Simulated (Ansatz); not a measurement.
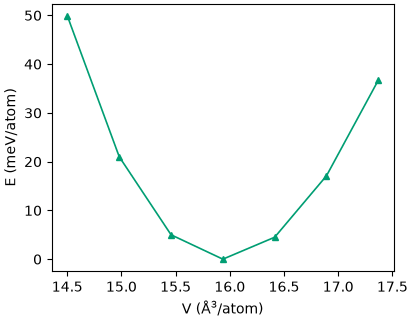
Fig. 1. TiAl3 in space group I4/mmm (No. 139; Al on 2b, Al on 4d, Ti on 2a) under volume change, PBE in the plane-wave PAW code Ansatz, shape and atoms relaxed at each volume.

What does a third-order Birch–Murnaghan fit give for V₀, B₀ and B′?

V₀ = 15.94 Å³/atom, B₀ = 105 GPa, B′ = 4.1.

The PBE relaxation kept the symmetry of its start. No spin polarisation was allowed.

Potentials: the later of the program's two PAW sets.
